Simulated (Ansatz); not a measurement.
# Al2H4O: vertical ionisation energy

Aim: the vertical ionisation energy of Al2H4O, as cation minus neutral at the neutral's geometry, on several levels, and how well −ε(HOMO) stands in for it.

The runs use Ansatz 0.2.0, Gaussian basis; unrestricted cation, the program's frozen cores in correlated methods.

The runs, in order: UKS PBE-D4/def2-TZVPP; UKS r2SCAN-D4/def2-TZVPP; UKS PBE0-D4/def2-TZVPP; UKS B3LYP-D4/def2-TZVPP; UKS wB97X-V/def2-TZVPP; UKS wB97M-V/def2-TZVPP; UKS B2PLYP/def2-TZVPP; UHF-CCSD(T)/def2-TZVPP; UHF-MP2/def2-QZVPP; extrapolation to the limit; then −ε(HOMO) from the neutral's earlier runs with LDA (SPW92), PBE-D4, revPBE-D4, BLYP-D4, r2SCAN-D4, B97M-V, PBE0-D4, B3LYP-D4, r2SCANh-D4, r2SCAN0-D4, HSE06-D4, BHLYP-D4, CAM-B3LYP-D4, LC-ωPBE, ωB97X-V, ωB97M-V.

2 further runs of the same task are left out: 2 that didn't finish.

### 1 The geometry

An earlier PBE0-D4 in a triple-zeta def2 set relaxation fixed the geometry.

SMILES `[AlH2][O][AlH2]`, 7 atoms, charge 0, spin multiplicity 1.

Atoms are counted from 1 here; the program's logs count them from 0.

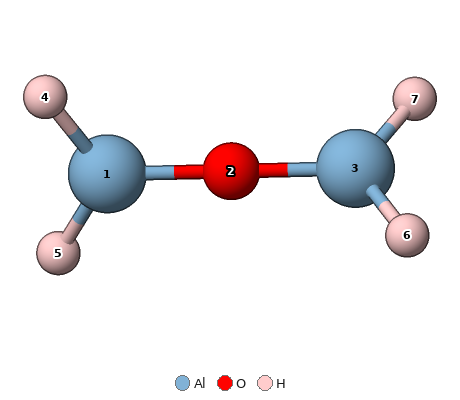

The structure; aluminium light blue, oxygen red, hydrogen pink; atoms are numbered from 1 in the order of the file.

### 2 Cation, UKS PBE-D4/def2-TZVPP

in.yaml reads:

```yaml
crystal:
  periodic: [false, false, false]
  atoms:
    - {symbol: Al, position_ang: [-1.433725, 0.281979, -0.819936]}
    - {symbol: O, position_ang: [0.009263, -0.005481, -0.005915]}
    - {symbol: Al, position_ang: [1.451362, -0.300315, 0.807043]}
    - {symbol: H, position_ang: [-1.371799, 0.981867, -2.237497]}
    - {symbol: H, position_ang: [-2.787314, -0.160937, -0.130883]}
    - {symbol: H, position_ang: [1.995163, 0.804389, 1.800544]}
    - {symbol: H, position_ang: [2.198351, -1.669400, 0.540945]}
basis:
  gaussian: {orbitals: def2-TZVPP}
total_charge: 1
magnetization: {spin_polarized: true, initial_magnetization: 1}
hamiltonian: {xc: pbe, dispersion: d4}
```

On the command line:

```console
> ansatz run in.yaml --threads 4 --pin off --events-out ev --progress --plain --max-ram 10444MiB
```

Log:

```text
Functional definition: PBE
  name "PBE"
  cite "Perdew, Burke & Ernzerhof, Phys. Rev. Lett. 77, 3865 (1996) doi:10.1103/PhysRevLett.77.3865"
  parent pbe
  parameter kappa = 0.804
  parameter beta = 0.06672455060314922
  exchange = pbe_x(kappa = kappa, mu = beta*pi^2/3)
  correlation = pbe_c(beta = beta)
925 factors; their error is unknown
mean field evaluation 1: about -15267.7978 eV, gradient 8.1e1 eV
mean field evaluation 2: about -15055.1354 eV, gradient 1.5e2 eV
mean field evaluation 4: about -15285.9423 eV, gradient 2.1e1 eV
mean field evaluation 8: about -15288.7758 eV, gradient 7.0e0 eV
mean field evaluation 16: about -15289.9665 eV, gradient 7.9e-2 eV
mean field evaluation 32: about -15289.9510 eV, gradient 1.9e-1 eV
mean field -15289.95913344 eV, -561.8956342473 hartree, gradient 1.6e-5 eV, S^2 0.754241; 3 other end points of the search recorded, 0 dependent functions left out
reference -15289.95918445 eV, -561.8956361218 hartree; 19, 18 occupied and 152, 153 virtual orbitals, 925 factors
Total energy: -15290.04632899 eV, -561.8988386246 hartree
```

It took 4.7 s on 4 threads of Arm Neoverse V1, shared host; peak memory 0.38 GiB.

Less the neutral's -15299.6395 eV (earlier run), this gives 9.593 eV. ⟨S²⟩ = 0.754.

### 3 Cation, UKS r2SCAN-D4/def2-TZVPP

Changes to in.yaml since step 2:

```diff
@@ -14,2 +14,2 @@
 magnetization: {spin_polarized: true, initial_magnetization: 1}
-hamiltonian: {xc: pbe, dispersion: d4}
+hamiltonian: {xc: r2scan, dispersion: d4}
```

Launched as before.

Log, shortened:

```text
Functional definition: r2SCAN
  name "r2SCAN"
  cite "Furness, Kaplan, Ning, Perdew & Sun, J. Phys. Chem. Lett. 11, 8208 (2020) doi:10.1021/acs.jpclett.0c02405"
  cite "Furness, Kaplan, Ning, Perdew & Sun, J. Phys. Chem. Lett. 11, 9248 (2020) doi:10.1021/acs.jpclett.0c03077"
  parent r2scan
[...]
925 factors; their error is unknown
[...]
mean field -15297.25835297 eV, -562.1638756177 hartree, gradient 5.3e-5 eV, S^2 0.760533; 3 other end points of the search recorded, 0 dependent functions left out
reference -15297.25837371 eV, -562.1638763798 hartree; 19, 18 occupied and 152, 153 virtual orbitals, 925 factors
Total energy: -15297.27816898 eV, -562.1646038424 hartree
```

It took 11 s on 4 threads of Arm Neoverse V1, shared host; peak memory 0.43 GiB.

Less the neutral's -15307.0742 eV (earlier run), this gives 9.796 eV. ⟨S²⟩ = 0.761.

### 4 Cation, UKS PBE0-D4/def2-TZVPP

Changes to in.yaml since step 3:

```diff
@@ -14,2 +14,2 @@
 magnetization: {spin_polarized: true, initial_magnetization: 1}
-hamiltonian: {xc: r2scan, dispersion: d4}
+hamiltonian: {xc: pbe0, dispersion: d4}
```

Same command.

Log:

```text
Functional definition: PBE0
  name "PBE0"
  cite "Adamo & Barone, J. Chem. Phys. 110, 6158 (1999) doi:10.1063/1.478522"
  cite "Perdew, Burke & Ernzerhof, Phys. Rev. Lett. 77, 3865 (1996) doi:10.1103/PhysRevLett.77.3865"
  parent pbe
  parameter a = 0.25
  parameter kappa = 0.804
  parameter beta = 0.06672455060314922
  exchange = (1 - a)*pbe_x(kappa = kappa, mu = beta*pi^2/3) + a*exact_x
  correlation = pbe_c(beta = beta)
987 factors; their error is unknown
mean field evaluation 1: about -15273.5252 eV, gradient 7.2e1 eV
mean field evaluation 2: about -15147.8623 eV, gradient 1.4e2 eV
mean field evaluation 4: about -15287.8106 eV, gradient 1.6e1 eV
mean field evaluation 8: about -15290.7646 eV, gradient 1.6e0 eV
mean field evaluation 16: about -15290.8112 eV, gradient 1.2e-1 eV
mean field evaluation 32: about -15290.5526 eV, gradient 1.8e0 eV
mean field -15290.81125584 eV, -561.9269491681 hartree, gradient 2.6e-5 eV, S^2 0.761657; 3 other end points of the search recorded, 0 dependent functions left out
reference -15290.81129435 eV, -561.9269505832 hartree; 19, 18 occupied and 152, 153 virtual orbitals, 987 factors
Total energy: -15290.88511689 eV, -561.9296635116 hartree
```

Wall time 6 s (4 threads of Arm Neoverse V1, shared host); peak memory 0.41 GiB.

Less the neutral's -15301.0033 eV (earlier run), this gives 10.118 eV. ⟨S²⟩ = 0.762.

### 5 Cation, UKS B3LYP-D4/def2-TZVPP

Changes to in.yaml since step 4:

```diff
@@ -14,2 +14,2 @@
 magnetization: {spin_polarized: true, initial_magnetization: 1}
-hamiltonian: {xc: pbe0, dispersion: d4}
+hamiltonian: {xc: {name: B3LYP}, dispersion: d4}
```

Launched as before.

Log, shortened:

```text
Functional definition: B3LYP
  name "B3LYP"
  cite "Stephens, Devlin, Chabalowski & Frisch, J. Phys. Chem. 98, 11623 (1994) doi:10.1021/j100096a001"
  cite "Becke, Phys. Rev. A 38, 3098 (1988) doi:10.1103/PhysRevA.38.3098"
  cite "Lee, Yang & Parr, Phys. Rev. B 37, 785 (1988) doi:10.1103/PhysRevB.37.785"
  cite "Vosko, Wilk & Nusair, Can. J. Phys. 58, 1200 (1980) doi:10.1139/p80-159"
[...]
973 factors; their error is unknown
[...]
mean field -15301.07424139 eV, -562.3041069303 hartree, gradient 6.3e-5 eV, S^2 0.760492; 3 other end points of the search recorded, 0 dependent functions left out
reference -15301.07452620 eV, -562.3041173970 hartree; 19, 18 occupied and 152, 153 virtual orbitals, 973 factors
Total energy: -15301.21717783 eV, -562.3093597478 hartree
```

It took 6 s on 4 threads of Arm Neoverse V1, shared host; peak memory 0.41 GiB.

Less the neutral's -15311.3232 eV (earlier run), this gives 10.106 eV. ⟨S²⟩ = 0.760.

### 6 Cation, UKS wB97X-V/def2-TZVPP

Changes to in.yaml since step 5:

```diff
@@ -14,2 +14,2 @@
 magnetization: {spin_polarized: true, initial_magnetization: 1}
-hamiltonian: {xc: {name: B3LYP}, dispersion: d4}
+hamiltonian: {xc: {name: wB97X-V}}
```

Same command.

Log, shortened:

```text
Functional definition: wB97X-V
  name "wB97X-V"
  cite "Mardirossian & Head-Gordon, Phys. Chem. Chem. Phys. 16, 9904 (2014) doi:10.1039/C3CP54374A"
  cite "Becke, J. Chem. Phys. 107, 8554 (1997) doi:10.1063/1.475007"
  cite "Vydrov & Van Voorhis, J. Chem. Phys. 133, 244103 (2010) doi:10.1063/1.3521275"
[...]
      + integral(e_c_pw_opposite_spin*poly(b97_u_opposite, cos0, cos1)) + vv10(b, c)
963 factors; their error is unknown
237 factors; integrals over basis functions are off by at most 1.6e-5 eV
[...]
mean field -15296.01349931 eV, -562.1181280895 hartree, gradient 1.0e-5 eV, S^2 0.765870; 2 other end points of the search recorded, 0 dependent functions left out
reference -15296.01349686 eV, -562.1181279991 hartree; 19, 18 occupied and 152, 153 virtual orbitals, 963 factors
Total energy: -15296.01349686 eV, -562.1181279991 hartree
```

It took 21 s on 4 threads of Arm Neoverse V1, shared host; peak memory 0.71 GiB.

Less the neutral's -15306.7651 eV (earlier run), this gives 10.752 eV. ⟨S²⟩ = 0.766.

### 7 Cation, UKS wB97M-V/def2-TZVPP

Changes to in.yaml since step 6:

```diff
@@ -14,2 +14,2 @@
 magnetization: {spin_polarized: true, initial_magnetization: 1}
-hamiltonian: {xc: {name: wB97X-V}}
+hamiltonian: {xc: {name: wB97M-V}}
```

The command is unchanged.

Log, shortened:

```text
Functional definition: wB97M-V
  name "wB97M-V"
  cite "Mardirossian & Head-Gordon, J. Chem. Phys. 144, 214110 (2016) doi:10.1063/1.4952647"
  cite "Becke, J. Chem. Phys. 107, 8554 (1997) doi:10.1063/1.475007"
  cite "Vydrov & Van Voorhis, J. Chem. Phys. 133, 244103 (2010) doi:10.1063/1.3521275"
  # Of w^i u^j: cxij and so on, Table III.
[...]
  gx(w, u) = 1 - cx + cx01*u + cx10*w
  gss(w, u) = css00 + css04*u^4 + css10*w + css20*w^2 + css43*w^4*u^3
  gos(w, u) = cos00 + cos10*w + (cos20 + cos21*u)*w^2 + (cos60 + cos61*u)*w^6
[...]
      + integral(e_c_pw_mod_opposite_spin*gos(b97_w_opposite, b97_u_opposite)) + vv10(b, c)
931 factors; their error is unknown
237 factors; integrals over basis functions are off by at most 1.6e-5 eV
[...]
mean field -15297.25632544 eV, -562.1638011072 hartree, gradient 2.0e-5 eV, S^2 0.762867; 2 other end points of the search recorded, 0 dependent functions left out
reference -15297.25638788 eV, -562.1638034019 hartree; 19, 18 occupied and 152, 153 virtual orbitals, 931 factors
Total energy: -15297.25638788 eV, -562.1638034019 hartree
```

Wall time 25 s (4 threads of Arm Neoverse V1, shared host); peak memory 0.75 GiB.

The neutral molecule at this level: -15307.8850 eV. Difference: 10.629 eV. ⟨S²⟩ = 0.763.

### 8 Cation, UKS B2PLYP (frozen core)/def2-TZVPP

Changes to in.yaml since step 7:

```diff
@@ -14,2 +14,2 @@
 magnetization: {spin_polarized: true, initial_magnetization: 1}
-hamiltonian: {xc: {name: wB97M-V}}
+hamiltonian: {xc: {name: B2PLYP}}
```

Launched as before.

Log, shortened:

```text
Functional definition: B2PLYP
  name "B2PLYP"
  cite "Grimme, J. Chem. Phys. 124, 034108 (2006) doi:10.1063/1.2148954"
  cite "Becke, Phys. Rev. A 38, 3098 (1988) doi:10.1103/PhysRevA.38.3098"
  cite "Lee, Yang & Parr, Phys. Rev. B 37, 785 (1988) doi:10.1103/PhysRevB.37.785"
[...]
1004 factors; integrals over basis functions are off by at most 1.3e-3 eV
[...]
mean field -15288.04634158 eV, -561.8253404429 hartree, gradient 5.4e-6 eV, S^2 0.778420; 4 other end points of the search recorded, 0 dependent functions left out
11 core orbitals not correlated: weight in the atoms' cores, before any rotation towards them, 1.000 or more for the frozen orbitals, at most 0.000 for the correlated occupied ones
reference -15288.04652274 eV, -561.8253471006 hartree; 8, 7 occupied and 152, 153 virtual orbitals, 1004 factors
second order -13.20669823 eV of doubles, -0.00000000 eV of singles
Total energy: -15291.61233126 eV, -561.9563881468 hartree
```

Wall time 11 s (4 threads of Arm Neoverse V1, shared host); peak memory 0.49 GiB.

Less the neutral's -15302.0221 eV (earlier run), this gives 10.410 eV. ⟨S²⟩ = 0.778.

### 9 Cation, UHF-CCSD(T)/def2-TZVPP

Changes to in.yaml since step 8:

```diff
@@ -14,2 +14,3 @@
 magnetization: {spin_polarized: true, initial_magnetization: 1}
-hamiltonian: {xc: {name: B2PLYP}}
+correlation: {method: ccsd_t}
+scf: {omitted_lower_state_checks: [cluster_reference]}
```

Launched as before.

Log, shortened:

```text
Functional definition: HF
  name "HF"
  cite "Fock, Z. Phys. 61, 126 (1930) doi:10.1007/BF01340294"
  parent pbe
[...]
1004 factors; integrals over basis functions are off by at most 1.3e-3 eV
[...]
mean field -15260.26289378 eV, -560.8043175689 hartree, gradient 2.0e-9 eV, S^2 0.762636; 7 other end points of the search recorded, 0 dependent functions left out
11 core orbitals not correlated: weight in the atoms' cores, before any rotation towards them, 1.000 or more for the frozen orbitals, at most 0.000 for the correlated occupied ones
reference -15260.26289378 eV, -560.8043175689 hartree; 8, 7 occupied and 152, 153 virtual orbitals, 1004 factors
second order -9.01737318 eV of doubles, -0.00000000 eV of singles
cycle   1  -9.81975200 eV  change   -8.0e-1 eV  update   1.0e-1
[...]
cycle  15  -10.75228762 eV  change   -3.5e-6 eV  update   5.5e-6
perturbative correction -0.42281840 eV, -0.0155382897 hartree
Total energy: -15271.43799980 eV, -561.2149951404 hartree
Checks for a lower state left out: cluster_reference
```

It took 74 s on 4 threads of Arm Neoverse V1, shared host; peak memory 3.1 GiB.

The neutral molecule at this level: -15282.3753 eV. Difference: 10.937 eV. ⟨S²⟩ = 0.763. T1 = 0.133 (report).

### 10 Cation, UHF-MP2/def2-QZVPP

Changes to in.yaml since step 9:

```diff
@@ -11,6 +11,6 @@
 basis:
-  gaussian: {orbitals: def2-TZVPP}
+  gaussian: {orbitals: "def2-QZVPP.json"}
 total_charge: 1
 magnetization: {spin_polarized: true, initial_magnetization: 1}
-correlation: {method: ccsd_t}
+correlation: {method: mp2}
 scf: {omitted_lower_state_checks: [cluster_reference]}
```

Same command.

Log, shortened:

```text
Functional definition: HF
  name "HF"
  cite "Fock, Z. Phys. 61, 126 (1930) doi:10.1007/BF01340294"
  parent pbe
[...]
1858 factors; integrals over basis functions are off by at most 6.5e-4 eV
[...]
mean field -15260.79331516 eV, -560.8238101948 hartree, gradient 2.6e-9 eV, S^2 0.762768; 7 other end points of the search recorded, 0 dependent functions left out
11 core orbitals not correlated: weight in the atoms' cores, before any rotation towards them, 1.000 or more for the frozen orbitals, at most 0.000 for the correlated occupied ones
reference -15260.79331516 eV, -560.8238101948 hartree; 8, 7 occupied and 298, 299 virtual orbitals, 1858 factors
second order -9.77221494 eV of doubles, -0.00000000 eV of singles
Total energy: -15270.56553010 eV, -561.1829324699 hartree
Checks for a lower state left out: cluster_reference
```

Wall time 2.1 min (4 threads of Arm Neoverse V1, shared host); peak memory 1.2 GiB.

Less the neutral's -15282.5904 eV (earlier run), this gives 12.025 eV. ⟨S²⟩ = 0.763.

### 11 From triple and quadruple zeta to the limit

No new run: Hartree-Fock is extrapolated as exp(−7.88√X) and correlation as X^−2.97, with X = 3 and 4; only MP2 was run in the larger set, so CCSD(T) minus MP2 is added from the smaller one.

| level | energy at the limit (eV) |
| --- | --- |
| HF | -15260.8664 |
| MP2 | -15271.1977 |
| CCSD | -15272.9326 |
| CCSD(T) | -15273.3555 |

The neutral's limit, from its own earlier runs, is -15284.4427 eV in the additive form (MP2 limit plus CCSD(T) minus MP2 in triple zeta), in which the cation has -15273.3555 eV.

### 12 The ladder

Differences are taken before rounding.

| method | ionisation energy (eV) | from CCSD(T)/def2-TZVPP (eV) | time |
| --- | --- | --- | --- |
| PBE-D4 | 9.59 | -1.34 | 5.9 s |
| r2SCAN-D4 | 9.80 | -1.14 | 14 s |
| PBE0-D4 | 10.12 | -0.82 | 8.1 s |
| B3LYP-D4 | 10.11 | -0.83 | 8.8 s |
| ωB97X-V | 10.75 | -0.19 | 25 s |
| ωB97M-V | 10.63 | -0.31 | 30 s |
| B2PLYP | 10.41 | -0.53 | 13 s |
| HF/def2-TZVPP | 10.08 | -0.85 |  |
| MP2/def2-TZVPP | 11.94 | +1.01 |  |
| CCSD/def2-TZVPP | 11.01 | +0.07 |  |
| CCSD(T)/def2-TZVPP | 10.94 | 0 | 85 s |

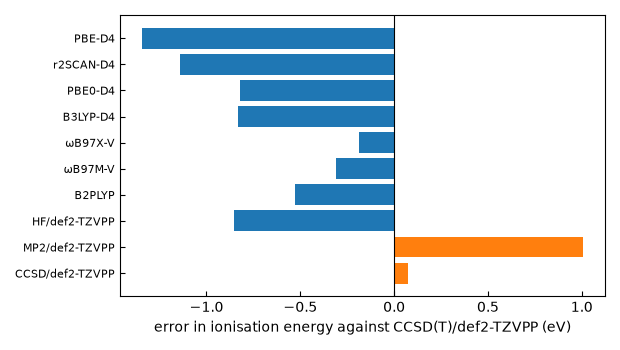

Deviations from CCSD(T)/def2-TZVPP, method by method.

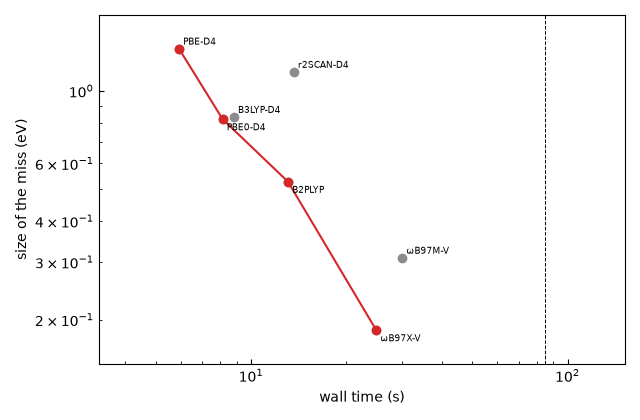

Accuracy for the time spent; red marks the levels that beat every quicker one drawn (of those quicker than the yardstick), and the dashed line is the time of CCSD(T)/def2-TZVPP. Times are from a shared host.

Times add the cation's run and the neutral's; HF, MP2 and CCSD come out of the CCSD(T) runs.

For comparison, −ε(HOMO) of the neutral from earlier runs:

| functional | −ε(HOMO) (eV) | by energy difference (eV) |
| --- | --- | --- |
| LDA (SPW92) | 6.96 |  |
| PBE-D4 | 6.91 | 9.59 |
| revPBE-D4 | 6.89 |  |
| BLYP-D4 | 6.84 |  |
| r2SCAN-D4 | 7.23 | 9.80 |
| B97M-V | 7.35 |  |
| PBE0-D4 | 8.20 | 10.12 |
| B3LYP-D4 | 8.02 | 10.11 |
| r2SCANh-D4 | 7.70 |  |
| r2SCAN0-D4 | 8.41 |  |
| HSE06-D4 | 7.80 |  |
| BHLYP-D4 | 9.44 |  |
| CAM-B3LYP-D4 | 9.62 |  |
| LC-ωPBE | 10.99 |  |
| ωB97X-V | 10.64 | 10.75 |
| ωB97M-V | 10.43 | 10.63 |

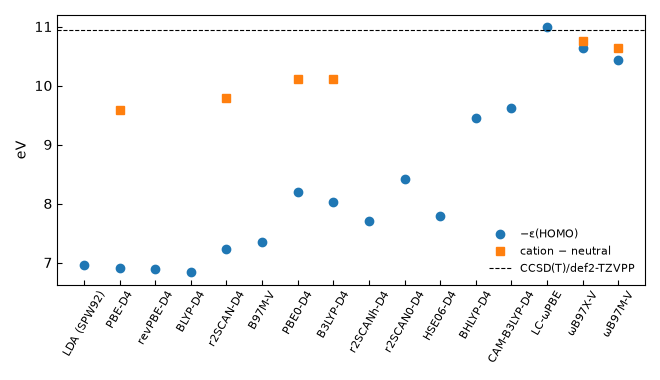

Orbital estimates and energy differences by functional.

### 13 What came out

| quantity | value |
| --- | --- |
| ionisation energy, CCSD(T)/def2-TZVPP | 10.94 eV |
| nearest functional by difference | ωB97X-V (-0.19 eV) |
| nearest −ε(HOMO) | LC-ωPBE (+0.05 eV) |
| −ε(HOMO) of PBE | 6.91 eV |
| T1 of the cation | 0.133 |

**Reading.** Energy differences with functionals land within 1.34 eV of the reference. −ε(HOMO) of PBE misses by 4.0 eV, since self-interaction lifts the level. Among orbital estimates LC-ωPBE comes nearest. Hartree-Fock falls 0.85 eV short, as the neutral has more correlation energy than the cation. The cation's T1 (from the report) is 0.133, above the customary mark of 0.045 for open shells, so the coupled-cluster value is less safe. The cation may have settled in a state other than its lowest; no search over hole states beyond the program's own was made.

For cost: ωB97X-V gets within 0.19 eV in 25 s, where CCSD(T)/def2-TZVPP took 85 s; the quickest level in the cost chart, PBE-D4, takes 5.9 s and misses by 1.34 eV.
